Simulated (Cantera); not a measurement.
Feed: 1 mol SiCl4, 0.67 mol HCl, a varied amount of H2, equilibrated at 1123 K and 0.640 bar.

Cantera equilibrium calculation (NASA polynomials, part measured and part estimated; ideal gas, pure solids and liquids). Candidate condensed phases: Si; 19 gas species. The tables' values for SiCl3 are old estimates; treat these amounts as uncertain. Rates play no part.

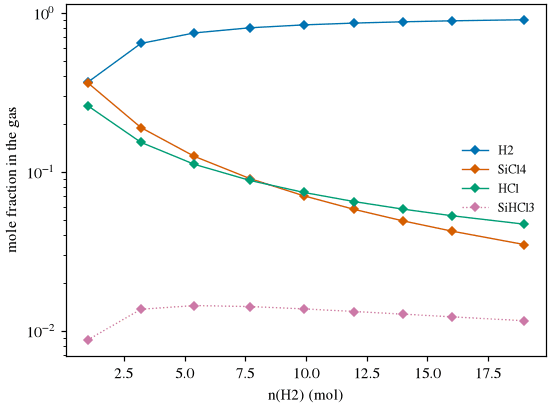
Figure: Equilibrium gas composition (values under 1e-9 drawn at 1e-9)

Read off the mole fractions at 5.4 mol H2.

H2 about 0.75, SiCl4 about 0.13, HCl about 0.11, SiHCl3 about 0.014.
